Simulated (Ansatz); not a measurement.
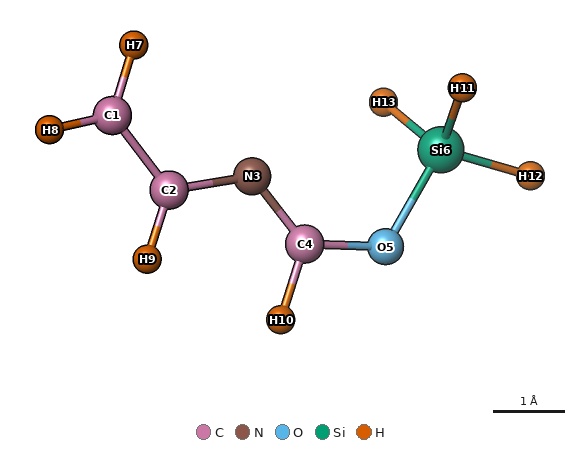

This is the input geometry for a relaxation of C₃H₇NOSi (coarse preliminary run). Style: ball-and-stick. Shown at a tilt.

The start comes from a force field.

Level of theory: RKS PBE-D4/def2-SVP in Ansatz 0.2.0.

Input
```yaml
crystal:
  periodic: [false, false, false]
  atoms:
    - {symbol: C, position_ang: [-0.093700, -2.606300, 1.081100]}
    - {symbol: C, position_ang: [-0.621700, -1.705000, 0.163500]}
    - {symbol: N, position_ang: [-0.160700, -0.428800, 0.058500]}
    - {symbol: C, position_ang: [-0.584400, 0.323700, -0.838200]}
    - {symbol: O, position_ang: [-0.303800, 1.586000, -1.091800]}
    - {symbol: Si, position_ang: [0.862700, 2.441700, -0.250500]}
    - {symbol: H, position_ang: [0.673800, -2.263800, 1.756900]}
    - {symbol: H, position_ang: [-0.492000, -3.553200, 1.136000]}
    - {symbol: H, position_ang: [-1.406500, -2.013900, -0.464800]}
    - {symbol: H, position_ang: [-1.459300, 0.012600, -1.506300]}
    - {symbol: H, position_ang: [2.180900, 1.787000, -0.406000]}
    - {symbol: H, position_ang: [0.967800, 3.806000, -0.794300]}
    - {symbol: H, position_ang: [0.457400, 2.579300, 1.170700]}
basis:
  gaussian: {orbitals: def2-SVP}
hamiltonian: {xc: pbe, dispersion: d4}
relax: {f_tol: 0.03, max_steps: 200}
```

Launched with:
```bash
ansatz run in.yaml --threads 4 --pin off --events-out ev --progress --plain --max-ram 10444MiB
```

Question: Predict the outcome.

Answer: The atom that moves furthest after the best rigid fit is H13 (0.33 Å). By element the largest moves are H 0.33 Å, C 0.23 Å, Si 0.21 Å, N 0.17 Å, O 0.15 Å. Some distances before and after: N3–Si6 3.063 → 2.782 Å, C1–H8 1.029 → 1.099 Å, O5–Si6 1.674 → 1.743 Å, C2–H9 1.052 → 1.112 Å. Among the angles between lasting bonds that change: N3–C4–O5 130.2° → 120.7°, O5–Si6–H12 109.7° → 101.1°, C4–O5–Si6 122.8° → 115.5°. After 7 accepted moves (8 points after the start) the energy has fallen by 51.3 kJ/mol. The largest force component goes from 3.8 to 0.0041 eV/Å. The line search rejected the trial step at point 7 of the run.

The structure at the end:

```xyz
13

C    -0.0213   -2.4022    1.1088
C    -0.5808   -1.6263    0.1561
N    -0.1936   -0.3084   -0.0581
C    -0.7544    0.3905   -0.9788
O    -0.3877    1.6582   -1.1916
Si    0.8738    2.2590   -0.1495
H     0.7742   -2.0031    1.7562
H    -0.3497   -3.4410    1.2530
H    -1.3839   -2.0403   -0.4921
H    -1.5611    0.0423   -1.6632
H     2.1491    1.5008   -0.3495
H     1.0228    3.6614   -0.6576
H     0.4330    2.2744    1.2812
```

The end point in the same view:

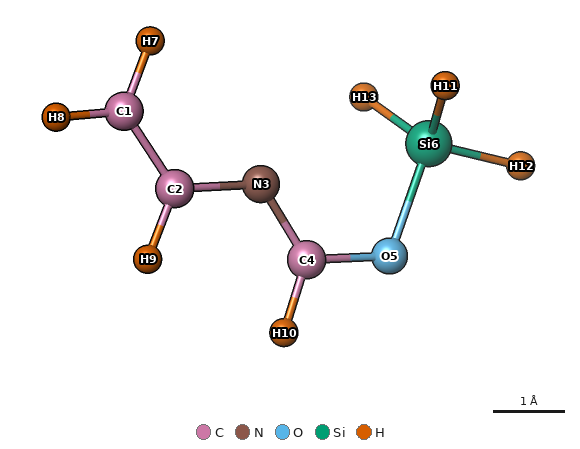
